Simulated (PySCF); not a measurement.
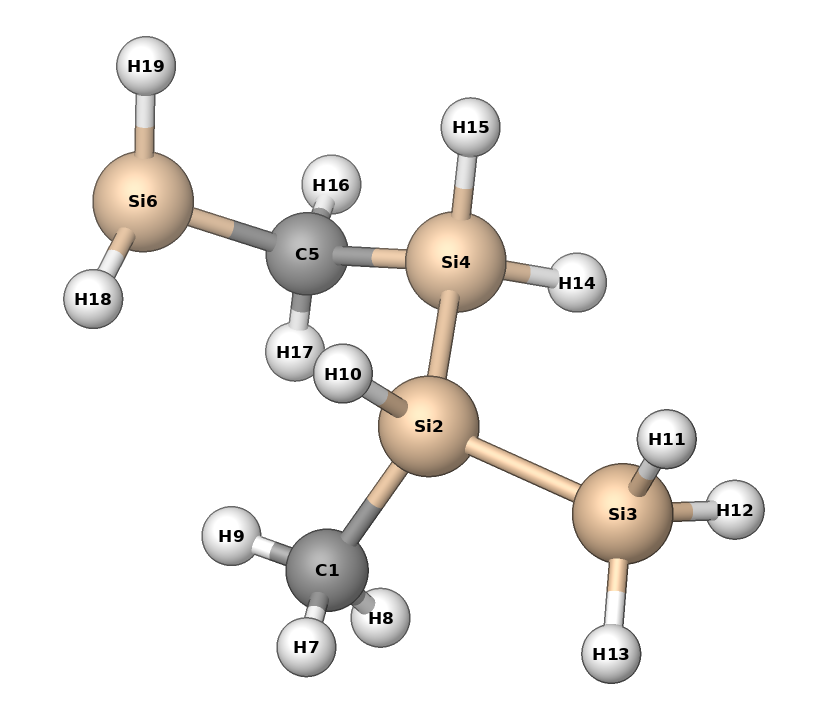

Charge 0, doublet. Computed geometry: GFN2-xTB optimisation. No frequency run is at hand to confirm it as a minimum. Method: UKS B3LYP, pcH-1 on C H Si, non-relativistic (PySCF 2.14.0).

Give the isotropic hyperfine couplings (Fermi-contact term alone) of C1, Si2, Si3, Si4, C5, Si6, H7, H8, H9, H10, H11, H12, H13, H14, H15, H16, H17, H18, H19.

```csv
atom,isotope,a_iso (MHz)
C1,13C,0.0
Si2,29Si,0.7
Si3,29Si,0.4
Si4,29Si,−62.6
C5,13C,8.3
Si6,29Si,−434.0
H7,1H,0.0
H8,1H,0.0
H9,1H,0.1
H10,1H,1.8
H11,1H,0.0
H12,1H,0.5
H13,1H,0.0
H14,1H,24.6
H15,1H,−0.7
H16,1H,9.4
H17,1H,8.6
H18,1H,28.1
H19,1H,31.3
```

The geometry is semi-empirical. Around Si such bond lengths and angles can be off by a tenth of an ångström or more and by several degrees, and values that hang on the shape move with them.
